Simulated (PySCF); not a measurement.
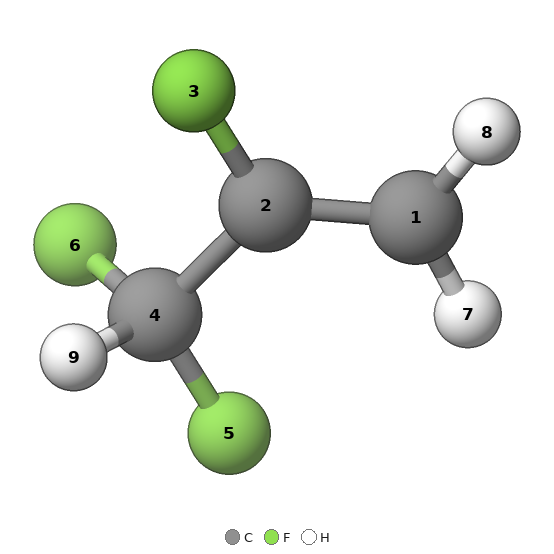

The atoms are numbered. The geometry was computed by an optimisation with PBE0-D3(BJ)/def2-SVP. No frequency run is at hand to confirm it as a minimum.

List the bonds and their lengths.

```
 bond  length (Å)   order
C1–C2       1.325  double
C1–H7       1.089  single
C1–H8       1.091  single
C2–F3       1.331  single
C2–C4       1.501  single
C4–F5       1.345  single
C4–F6       1.349  single
C4–H9       1.105  single
```
